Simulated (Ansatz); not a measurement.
# KCr3: relaxing a made-up structure

Starting from a made-up structure for KCr3, the aim is the relaxed cell, its shortest contacts and, where a second run follows, its electronic structure.

Main program and level: Ansatz 0.2.0; DFT, PBE, plane-wave PAW, files of the set soft_1, scalar-relativistic, ferromagnetic start, cell and ions relaxed at zero pressure; PAW set soft_1, in the first sound run; inputs show where later runs differ.

In doubt: warnings of the run leave room for a lower electronic state, so energies may not be the lowest and differences between runs may mislead.

## (1) The starting structure

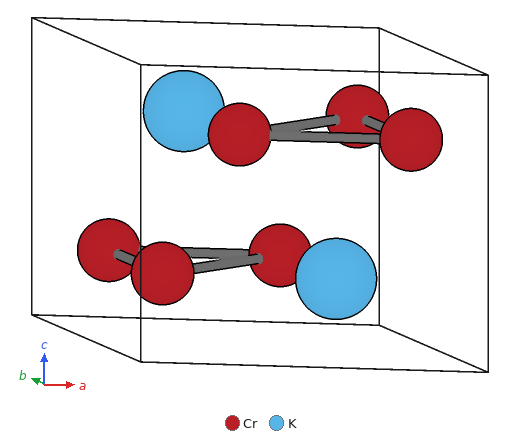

The cell as given, slightly off an axis (chromium red, potassium blue).

## (2) Relaxing cell and atoms

The guessed cell has no reason to be at equilibrium. It is relaxed with the atoms, within the space group of the guess.

File input.yaml:

```yaml
crystal:
  lattice:
    - [6.445, 0.0, 0.0]
    - [-3.2225, 5.581533727, 0.0]
    - [0.0, 0.0, 5.442]
  atoms:
    - { symbol: Cr, position: [0.33779999, 0.168899995, 0.75], spin: 3.0 }
    - { symbol: Cr, position: [0.831100005, 0.168899995, 0.75], spin: 3.0 }
    - { symbol: Cr, position: [0.831100005, 0.66220001, 0.75], spin: 3.0 }
    - { symbol: Cr, position: [0.66220001, 0.831100005, 0.25], spin: 3.0 }
    - { symbol: Cr, position: [0.168899995, 0.831100005, 0.25], spin: 3.0 }
    - { symbol: Cr, position: [0.168899995, 0.33779999, 0.25], spin: 3.0 }
    - { symbol: K, position: [0.666666667, 0.333333333, 0.25] }
    - { symbol: K, position: [0.333333333, 0.666666667, 0.75] }
magnetization:
  spin_polarized: true
kpoints:
  mp_grid: { grid: [5, 5, 5] }
scf:
  occupations: { method: fermi_dirac, width: 0.05 }
hamiltonian:
  xc: pbe
  pseudopotentials: { kind: paw, azcp: { folder: soft_1 } }
relax:
  f_tol: 0.015
  max_steps: 70
  cell: {}
output:
  forces: true
  stress: true
```

Started as:

```
$ ansatz run input.yaml --threads 4 --pin off --max-ram 10240MiB --backend cpu --events-out ev --progress --plain --runs-dir out
```

Numbers of over 12 decimals in the logs are rounded to 6 here.

The program printed:

```text
Engine: ansatz 0.2.0, x86_64-unknown-linux-gnu
Pseudopotentials: kind: paw
Pseudopotential: Cr, paw, valence charge 14, recommended cutoff 420 eV (normal), soft_1/Cr.paw.azcp
Pseudopotential: K, paw, valence charge 9, recommended cutoff 420 eV (normal), soft_1/K.paw.azcp
Functional definition: PBE
  parameter kappa = 0.804
  parameter beta = 0.066725
  exchange = pbe_x(kappa = kappa, mu = beta*pi^2/3)
  correlation = pbe_c(beta = beta)
Crystal: 8 atoms, lattice volume = 195.765 Å³
Basis set: ecut = 420 eV, 3811 PW (Γ), exchange–correlation on 90×90×80 points (8 copies of the dense FFT grid, shifted against one another)
Bands: 72, of which v1, the nominal top of the filled ones, is band 51 counted from 1 (50 counted from 0)
Symmetry: 24 space group operations
Space group: P63/mmc (ITA 194), of the structure as read, at distance tolerance 5.8e-5 Å
Magnetic group: BNS 194.263 (UNI 1493), of the structure as read, at distance tolerance 5.8e-5 Å
k-points: 15 of 125
Non-local potential: Cr, projectors of the file, l = 0: 3, l = 1: 2, l = 2: 3, l = 3: 1
Non-local potential: K, projectors of the file, l = 0: 3, l = 1: 2, l = 2: 2
PAW form: soft (Blöchl's): semilocal exchange-correlation on the pseudo side does not see the compensation charge
PAW one-centre angular grid: Cr, 590 points (default); XC on 64 Gauss nodes
PAW one-centre angular grid: K, 110 points (default); XC on 64 Gauss nodes
Initial density: superposition of atomic densities (chi_scale 0.1, normalization cell, long waves kept (reshape's long-wave potential 0.00 eV rms))
Starting moments: Σ|m| = 18 μB on 6 of 8 sites
Initial wavefunctions: pseudopotential atomic-orbital guess
Functional: x = pbe(κ = 0.804, μ = 0.219515), c = pbe(β = 0.066725)
SCF iter   1: F=—  HF=-23325.510782 eV  |F-HF|=—  |Δ(HF+E_count)|=         —  Δρ=6.87e-2 (↑5.86e-2 ↓6.87e-2)  dr2=3.70e1  dr2_m=2.84e-1  M=20.759 μB ∫|m|=20.759 μB  β_m=0.30  ethr=3.10e-3  ⟨swp⟩=7.0  Hψ=8056  notcnv=0
Mixer restart at iter 1: flushing history
preconditioner: auto → Kerker (q_TF=auto, 2.447 Å⁻¹)  [metal: Δε(μ)=0.003 eV  Ē_g=6.215 eV  σ=0.050 eV  W_gap=0.01  n_scr=46 (ndim 8)  ℏωp=18.8 eV  f_vac=0.000  D(μ)=20.26/eV (n_scr^D=276)]
spin=Collinear: Kerker preconditioning applied to the charge; magnetization (m = ρ↑ − ρ↓) channel mixes plain (no charge-response kernel on spin).
SCF iter   2: F=—  HF=-23325.472531 eV  |F-HF|=—  |Δ(HF+E_count)|=   3.83e-2  Δρ=4.76e-2 (↑1.75e-2 ↓4.76e-2)  dr2=7.76e0  dr2_m=1.24e0  M=21.655 μB ∫|m|=21.655 μB  β_m=0.40  ethr=3.10e-3  ⟨swp⟩=3.2  Hψ=5205  notcnv=0  defer=134
SCF iter   3: F=—  HF=-23325.538267 eV  |F-HF|=—  |Δ(HF+E_count)|=   6.57e-2  Δρ=3.35e-2 (↑3.35e-2 ↓3.13e-2)  dr2=8.66e-1  dr2_m=1.74e0  M=23.366 μB ∫|m|=23.367 μB  β_m=0.18  ethr=3.10e-3  ⟨swp⟩=2.5  Hψ=3378  notcnv=0  defer=131
SCF iter   4: F=—  HF=-23326.128435 eV  |F-HF|=—  |Δ(HF+E_count)|=   5.90e-1  Δρ=3.08e-2 (↑3.08e-2 ↓2.57e-2)  dr2=3.48e-1  dr2_m=1.36e0  M=24.790 μB ∫|m|=24.790 μB  β_m=0.26  ethr=8.49e-4  ⟨swp⟩=2.2  Hψ=2884  notcnv=0  defer=134
SCF iter   5: F=—  HF=-23327.402827 eV  |F-HF|=—  |Δ(HF+E_count)|=    1.27e0  Δρ=1.49e-2 (↑1.49e-2 ↓1.48e-2)  dr2=8.10e-2  dr2_m=3.86e-1  M=26.990 μB ∫|m|=26.990 μB  β_m=0.57  ethr=3.41e-4  ⟨swp⟩=2.6  Hψ=4299  notcnv=0  defer=134
SCF iter   6: F=—  HF=-23327.961604 eV  |F-HF|=—  |Δ(HF+E_count)|=         —  Δρ=9.32e-3 (↑9.32e-3 ↓5.57e-3)  dr2=2.96e-2  dr2_m=9.78e-2  M=28.354 μB ∫|m|=28.354 μB  β_m=0.57  ethr=7.94e-5  ⟨swp⟩=2.7  Hψ=4576  notcnv=0  defer=134
Mixer restart at iter 6: flushing history
SCF iter   7: F=—  HF=-23327.947839 eV  |F-HF|=—  |Δ(HF+E_count)|=   1.38e-2  Δρ=2.47e-3 (↑2.47e-3 ↓2.32e-3)  dr2=1.53e-3  dr2_m=9.57e-3  M=28.394 μB ∫|m|=28.394 μB  β_m=0.67  ethr=2.91e-5  ⟨swp⟩=2.8  Hψ=3802  notcnv=0  defer=128
SCF iter   8: F=—  HF=-23327.947792 eV  |F-HF|=—  |Δ(HF+E_count)|=   4.68e-5  Δρ=1.58e-3 (↑1.58e-3 ↓5.09e-4)  dr2=2.76e-3  dr2_m=1.82e-3  M=28.363 μB ∫|m|=28.363 μB  β_m=0.64  ethr=1.50e-6  ⟨swp⟩=2.0  Hψ=4184  notcnv=0  defer=128
SCF iter   9: F=—  HF=-23327.947091 eV  |F-HF|=—  |Δ(HF+E_count)|=   7.01e-4  Δρ=3.39e-4 (↑3.39e-4 ↓1.60e-4)  dr2=1.90e-4  dr2_m=7.60e-5  M=28.383 μB ∫|m|=28.383 μB  β_m=0.82  ethr=1.50e-6  ⟨swp⟩=2.1  Hψ=3725  notcnv=0  defer=128
SCF iter  10: F=—  HF=-23327.947243 eV  |F-HF|=—  |Δ(HF+E_count)|=   1.52e-4  Δρ=5.87e-5 (↑4.20e-5 ↓5.87e-5)  dr2=2.62e-5  dr2_m=1.05e-6  M=28.383 μB ∫|m|=28.383 μB  β_m=0.91  ethr=1.86e-7  ⟨swp⟩=2.6  Hψ=3286  notcnv=0  defer=128
SCF iter  11: F=—  HF=-23327.947265 eV  |F-HF|=—  |Δ(HF+E_count)|=   2.20e-5  Δρ=3.97e-5 (↑3.97e-5 ↓1.95e-5)  dr2=5.28e-6  dr2_m=7.48e-7  M=28.382 μB ∫|m|=28.382 μB  β_m=0.95  ethr=2.57e-8  ⟨swp⟩=2.0  Hψ=2753  notcnv=0  defer=128
SCF iter  12: F=—  HF=-23327.947267 eV  |F-HF|=—  |Δ(HF+E_count)|=   1.81e-6  Δρ=4.79e-6 (↑3.75e-6 ↓4.79e-6)  dr2=2.18e-7  dr2_m=4.68e-9  M=28.382 μB ∫|m|=28.382 μB  β_m=0.96  ethr=5.18e-9  ⟨swp⟩=2.0  Hψ=2746  notcnv=0  defer=128
SCF iter  13: F=-23327.947267 eV  HF=-23327.947267 eV  |F-HF|=1.21e-8  |Δ(HF+E_count)|=   5.91e-8  Δρ=1.93e-6 (↑1.93e-6 ↓1.31e-6)  dr2=2.79e-8  dr2_m=1.56e-9  M=28.382 μB ∫|m|=28.382 μB  ethr=9.80e-11  ⟨swp⟩=2.0  Hψ=6434  notcnv=0
SCF 1 converged in 13 iterations: F = -23327.947267 eV  dr2 = 2.79e-8
  greatest PAW one-centre occupation: 1.000 electrons in one spin orbital (limit 2), on the Cr atom at site 5 (counted from 0), in its partial waves of l = 0
relax step   1: F+E_penalty+E_count = -23327.94726677 eV  Δ(F+E_penalty+E_count) = +0.000e0 eV  max|allowed force component| = 6.018e-1 eV/Å  Δτ_max = 0.0000 Å  P = +1.354 GPa  Ω = 195.765 Å³  (13 SCF iters, dr2 threshold 1.00e-7 eV, accepted)
Crystal: 8 atoms, lattice volume = 202.241 Å³
Basis set: ecut = 420 eV, 3895 PW (Γ), exchange–correlation on 90×90×80 points (8 copies of the dense FFT grid, shifted against one another)
Initial density: handed on by an earlier stage of this run
Starting moments: Σ|m| = 18 μB on 6 of 8 sites; this step starts from the density that it was given
Initial wavefunctions: those handed on with the density
iter 1 solved again at ethr=8.10e-5 eV; its pass at ethr=3.10e-3 eV (dr2=8.27e-2 eV) is discarded
SCF iter   1: F=—  HF=-23328.079200 eV  |F-HF|=—  |Δ(HF+E_count)|=         —  Δρ=1.01e-2 (↑7.48e-3 ↓1.01e-2)  dr2=8.33e-2  dr2_m=1.26e-1  M=28.663 μB ∫|m|=28.663 μB  β_m=0.30  ethr=8.10e-5  ⟨swp⟩=1.3  Hψ=9110  notcnv=0
preconditioner: auto → Kerker (q_TF=auto, 2.434 Å⁻¹)  [metal: Δε(μ)=0.016 eV  Ē_g=6.751 eV  σ=0.050 eV  W_gap=0.08  n_scr=46 (ndim 8)  ℏωp=18.5 eV  f_vac=0.000  D(μ)=6.42/eV (n_scr^D=46)]
[...]
relax step  13: F+E_penalty+E_count = -23328.56017722 eV  Δ(F+E_penalty+E_count) = +1.903e-4 eV  max|allowed force component| = 7.122e-4 eV/Å  Δτ_max = 0.0057 Å  P = +0.004 GPa  Ω = 230.956 Å³  energy of the carried Pulay correction = -1.939e-3 eV  (10 SCF iters, accepted)
Basis set: ecut = 420 eV, 4529 PW (Γ), exchange–correlation on 100×100×72 points (8 copies of the dense FFT grid, shifted against one another)
iter 1 solved again at ethr=1.47e-7 eV; its pass at ethr=3.10e-3 eV (dr2=1.50e-4 eV) is discarded
SCF iter   1: F=—  HF=-23328.525291 eV  |F-HF|=—  |Δ(HF+E_count)|=         —  Δρ=6.56e-4 (↑6.56e-4 ↓3.10e-4)  dr2=1.93e-4  dr2_m=7.78e-5  M=27.929 μB ∫|m|=27.947 μB  β_m=0.65  ethr=1.47e-7  ⟨swp⟩=3.0  Hψ=12927  notcnv=0
preconditioner: auto → Kerker (q_TF=auto, 1.880 Å⁻¹)  [metal: Δε(μ)=0.007 eV  Ē_g=6.684 eV  σ=0.050 eV  W_gap=0.04  n_scr=26 (ndim 8)  ℏωp=17.3 eV  f_vac=0.000  D(μ)=10.69/eV (n_scr^D=82)]
spin=Collinear: Kerker preconditioning applied to the charge; magnetization (m = ρ↑ − ρ↓) channel mixes plain (no charge-response kernel on spin).
SCF iter   2: F=—  HF=-23328.557575 eV  |F-HF|=—  |Δ(HF+E_count)|=   3.23e-2  Δρ=2.42e-4 (↑2.42e-4 ↓1.10e-4)  dr2=2.49e-5  dr2_m=1.08e-5  M=27.918 μB ∫|m|=27.935 μB  β_m=0.50  ethr=1.47e-7  ⟨swp⟩=2.0  Hψ=3109  notcnv=0
SCF iter   3: F=—  HF=-23328.560657 eV  |F-HF|=—  |Δ(HF+E_count)|=   3.08e-3  Δρ=1.23e-4 (↑1.23e-4 ↓6.06e-5)  dr2=1.08e-5  dr2_m=2.60e-6  M=27.916 μB ∫|m|=27.933 μB  β_m=0.64  ethr=2.44e-8  ⟨swp⟩=2.5  Hψ=3353  notcnv=0
SCF iter   4: F=—  HF=-23328.561820 eV  |F-HF|=—  |Δ(HF+E_count)|=   1.16e-3  Δρ=4.32e-5 (↑4.32e-5 ↓2.09e-5)  dr2=4.97e-6  dr2_m=7.46e-7  M=27.912 μB ∫|m|=27.929 μB  β_m=0.72  ethr=1.06e-8  ⟨swp⟩=2.0  Hψ=2736  notcnv=0
SCF iter   5: F=—  HF=-23328.561922 eV  |F-HF|=—  |Δ(HF+E_count)|=   1.02e-4  Δρ=8.50e-6 (↑8.50e-6 ↓5.91e-6)  dr2=7.34e-7  dr2_m=6.30e-8  M=27.910 μB ∫|m|=27.927 μB  β_m=0.86  ethr=4.88e-9  ⟨swp⟩=2.0  Hψ=2739  notcnv=0
SCF iter   6: F=—  HF=-23328.561923 eV  |F-HF|=—  |Δ(HF+E_count)|=   8.61e-7  Δρ=4.30e-6 (↑4.30e-6 ↓1.64e-6)  dr2=5.77e-8  dr2_m=1.04e-8  M=27.908 μB ∫|m|=27.925 μB  β_m=0.93  ethr=7.20e-10  ⟨swp⟩=2.0  Hψ=2812  notcnv=0
SCF iter   7: F=—  HF=-23328.561923 eV  |F-HF|=—  |Δ(HF+E_count)|=   1.43e-7  Δρ=1.19e-6 (↑1.19e-6 ↓6.40e-7)  dr2=5.90e-9  dr2_m=8.00e-10  M=27.908 μB ∫|m|=27.925 μB  β_m=0.96  ethr=5.66e-11  ⟨swp⟩=2.5  Hψ=3676  notcnv=0
SCF iter   8: F=—  HF=-23328.561930 eV  |F-HF|=—  |Δ(HF+E_count)|=   6.56e-6  Δρ=3.22e-7 (↑3.01e-7 ↓3.22e-7)  dr2=6.66e-10  dr2_m=9.01e-11  M=27.908 μB ∫|m|=27.925 μB  β_m=0.98  ethr=5.78e-12  ⟨swp⟩=2.0  Hψ=3641  notcnv=0
SCF iter   9: F=—  HF=-23328.561930 eV  |F-HF|=—  |Δ(HF+E_count)|=   1.69e-9  Δρ=1.56e-7 (↑1.56e-7 ↓1.26e-7)  dr2=1.49e-10  dr2_m=2.62e-11  M=27.908 μB ∫|m|=27.925 μB  β_m=0.99  ethr=1.00e-12  ⟨swp⟩=2.0  Hψ=2959  notcnv=0
SCF iter  10: F=-23328.561930 eV  HF=-23328.561930 eV  |F-HF|=1.82e-11  |Δ(HF+E_count)|=  1.96e-10  Δρ=3.80e-8 (↑3.43e-8 ↓3.80e-8)  dr2=1.38e-11  dr2_m=1.24e-12  M=27.908 μB ∫|m|=27.925 μB  ethr=1.00e-12  ⟨swp⟩=4.0  Hψ=5489  notcnv=0
SCF 14 converged in 10 iterations: F = -23328.561930 eV  dr2 = 1.38e-11
relax step  14: F+E_penalty+E_count = -23328.56192956 eV  Δ(F+E_penalty+E_count) = -1.752e-3 eV  max|allowed force component| = 4.083e-4 eV/Å  Δτ_max = 0.0000 Å  P = -0.003 GPa  Ω = 230.956 Å³  stress off target by 1.28e-2 GPa  SCF on the basis re-selected at this cell (its energy is not comparable with the rows above)  (10 SCF iters)
basis re-selected at this cell: Δ(F+E_penalty+E_count) = -1.752e-3 eV, ΔP = -0.007 GPa vs the last step (what re-selecting the basis moved, of the pressure what is left beyond the Pulay correction that the steps carried, after the strain that the cell walked since its last selection, with what the two solves' SCF thresholds leave and, on support functions, any second-order correction that the steps lacked; it is no measure of the basis error at this ecutwfc). The dense FFT grid was sized anew with the basis: this SCF ran on 50×50×36 points, the steps before it on 48×48×36, so part of this shift can come from that change (see relax.cell in the input reference). [rest of the remark cut]
WARN: an SCF from ferrimagnetic starting moments (3.96, -3.96, 3.96, 3.96, -3.96, 3.96, 0.00, 0.00 Bohr magnetons, atom by atom) was not made, by what the run has read of turns of its moments that order reads lower: the deck asks for what bars it, or types moments that do (magnetization.spin_polarized, in the input reference, names some of the keys), or the run goes by scf.lower_state_search: light, the default, which as a rule tries one only behind a close that has lost an order of both signs, or on which an open d or half-filled 4f shell of a PAW file has lost a moment that was set nearer to Hund's than to what is left; [rest of the remark cut]
SCF converged after 10 iterations
Magnetization: 27.9080 μB (64.9540 up, 37.0460 down)
Absolute magnetization: 27.9252 μB (∫|ρ↑−ρ↓|, with the PAW one-centre terms)
Spin contamination: 0.1277 ħ² per cell (⟨S²⟩ above its minimum at these occupations)
Per-site moments (μB) at R_I (Å): [(3.984332, 1.195338), (3.984332, 1.195338), (3.984332, 1.195338), (3.984332, 1.195338), (3.984332, 1.195338), (3.984332, 1.195338), (0.105305, 1.471180), (0.105305, 1.471180)]
Free energy (F): -23328.561930 eV
Harris-Foulkes:  -23328.561930 eV  (|F-HF|=1.82e-11)
Internal energy: -23328.475037 eV  (E = F + TS)
E sigma→0 (E₀):  -23328.518483 eV
Entropy (-TS):   -0.086893 eV (-10.862 meV/atom)
Fermi energy:    6.424695 eV
--- Per-component energies (eV) ---
  E_band       = -2043.120417
  E_kinetic    = 2301.907167
  E_local      = -14266.953298  (includes V_loc(G=0)·N_el)
  E_nonlocal   = 340.386143
  E_hartree    = 6258.070959
  E_xc         = -940.592319
  E_vxc        = -1181.111203  (∫ρ·V_xc dr)
  E_paw        = -8925.179376  (= ΣΔE_a)
  E_vpaw       = -1753.496078  (= ΣTr[D̂ρ^β])
  E_aug_tail   = 0.004777  (compensation charges beyond the density's cutoff)
  E_ewald      = -8096.119090
  E_smearing   = -0.086893  (= −TS)
  E_closure    = 0.000000  (closes the sum)
  Σ components = -23328.561930   (vs F -23328.561930, Δ=0.00e0)
--- Forces (eV/Å), atoms counted from 1 ---
  atom   1  Cr     0.00035359     0.00020414     0.00000000
  atom   2  Cr    -0.00035359     0.00020414    -0.00000000
  atom   3  Cr     0.00000000    -0.00040829     0.00000000
  atom   4  Cr    -0.00035359    -0.00020414    -0.00000000
  atom   5  Cr     0.00035359    -0.00020414     0.00000000
  atom   6  Cr     0.00000000     0.00040829    -0.00000000
  atom   7  K     -0.00000000     0.00000000     0.00000000
  atom   8  K     -0.00000000    -0.00000000    -0.00000000
  max |Σ_I F_I| component: 6.32e-19 eV/Å
--- Stress (GPa, compression-positive) ---
        0.001359       0.000000       0.000000
        0.000000       0.001359       0.000000
        0.000000       0.000000      -0.012816
  P = ⅓ Tr σ = -0.0034 GPa (-0.034 kbar)
--- Relaxed structure (12 steps of the walk, 12 accepted, 2 SCFs on fresh bases) ---
  F+E_penalty+E_count = -23328.56192956 eV   max|allowed force component| = 4.083e-4 eV/Å   (the final SCF, on the basis selected at the relaxed cell)
  cell:  # Å, volume = 230.9556 Å³
    - [7.301886, 0, -6.20937260649923e-18]
    - [-3.650943, 6.323618, 3.1046863032496136e-18]
    - [-5.243042005547169e-18, 0, 5.001818]
  atoms:
    - { symbol: Cr, position: [0.264570, 0.132285, 0.750000] }
    - { symbol: Cr, position: [0.867715, 0.132285, 0.750000] }
    - { symbol: Cr, position: [0.867715, 0.735430, 0.750000] }
    - { symbol: Cr, position: [0.735430, 0.867715, 0.250000] }
    - { symbol: Cr, position: [0.132285, 0.867715, 0.250000] }
    - { symbol: Cr, position: [0.132285, 0.264570, 0.250000] }
    - { symbol: K, position: [0.666667, 0.333333, 0.250000] }
    - { symbol: K, position: [0.333333, 0.666667, 0.750000] }
```

Run time: 73 s. Hardware: 4 threads of Intel Xeon Platinum 8488C (Sapphire Rapids), shared host; peak memory 1 GiB.

Step by step:

```csv
step,energy less that of the first step (eV),largest force component (eV/Å),pressure (GPa),volume (Å³)
1,0.0000,0.6018,1.35,195.76
2,-0.3329,0.2504,0.43,202.24
3,-0.4963,0.0850,0.39,205.92
4,-0.5656,0.0172,-0.02,214.56
5,-0.5900,0.0368,0.13,218.13
6,-0.5899,0.0458,-0.12,219.85
7,-0.5914,0.0009,0.00,219.41
8*,-0.6070,0.0022,0.16,219.41
9,-0.6110,0.0028,0.06,222.61
10,-0.6129,0.0045,0.03,225.97
11,-0.6132,0.0009,0.01,227.75
12,-0.6131,0.0020,0.01,229.86
13,-0.6129,0.0007,0.00,230.96
14*,-0.6147,0.0004,0.00,230.96
```

Relaxation steps marked * repeat the geometry before them on a plane-wave basis chosen anew for their cell, so energy and pressure can jump there.

Forces are held to the 24 operations that the run works with; a distortion that breaks them can't arise in this run.

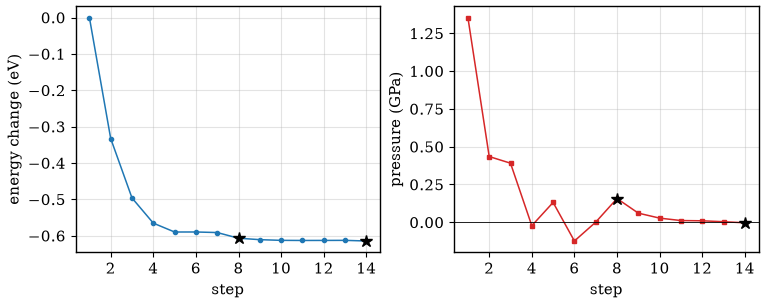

Energy and pressure along the relaxation. Stars mark steps on a basis chosen anew.

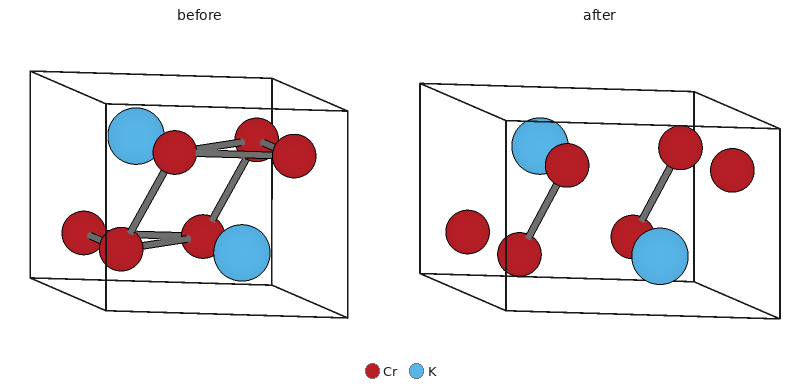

Before and after, at one scale.

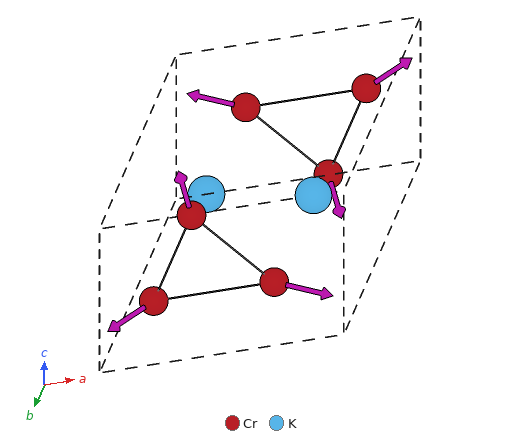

Displacements in the relaxation, exaggerated, measured against the changing cell; the longest in the cell stands for 0.46 Å.

```csv
cell as run,before,after,change
a (Å),6.445,7.302,+13.3 %
b (Å),6.445,7.302,+13.3 %
c (Å),5.442,5.002,-8.1 %
volume (Å³/atom),24.47,28.87,+18.0 %
```

The atoms that moved most (Å, as changes of fractional coordinates times the final cell):

```csv
atom,dx,dy,dz,length
Cr1,-0.401,-0.232,0.000,0.463
Cr6,0.000,-0.463,0.000,0.463
Cr4,0.401,0.232,0.000,0.463
Cr5,-0.401,0.232,0.000,0.463
Cr2,0.401,-0.232,0.000,0.463
Cr3,0.000,0.463,0.000,0.463
```

Numbers from this step:

```yaml
free_energy: -23328.5619 eV
energy_at_zero_smearing: -23328.5185 eV
smearing_term_ts: 0.08689 eV
fermi_energy: 6.425 eV
magnetization: 27.91 μB
absolute_magnetization: 27.93 μB
site_moments: 3.984, 3.984, 3.984, 3.984, 3.984, 3.984, 0.1053, 0.1053 μB
electrons: 102
symmetry_operations: 24
pressure: -0.003366 GPa
```

Site moment by atom:

```csv
atom,site moment (μB)
Cr1,3.98
Cr2,3.98
Cr3,3.98
Cr4,3.98
Cr5,3.98
Cr6,3.98
K7,0.11
K8,0.11
```

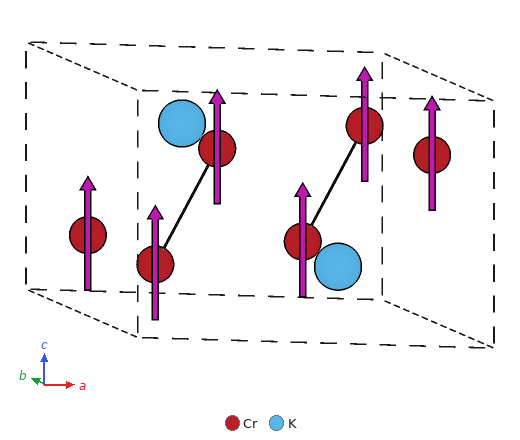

Site moment as arrows, the longest 3.98 μB. Up and down stand for the sign. Arrows give size and sign along the axis of quantisation, drawn up and down the page.

The shortest distance of each pair, which need not be the same contact before and after:

```csv
pair,guess (Å),relaxed (Å)
Cr–Cr,3.179,2.898
Cr–K,3.223,3.566
K–K,4.610,4.902
```

The relaxation ends with a largest force component of 4.1e-4 eV/Å and a pressure of 0.00 GPa.

(Part 1 of 2 ends here.)

[Logs are printed without paths, hosts, clocks, repeated set-up lines and the standing remarks that a program may print on its own settings, such as how far it seeks lower states.]

[Hosts, paths, dates, database ids (printed as entryN), source tags and the programs' standing remarks are cut or masked in the printed files.]
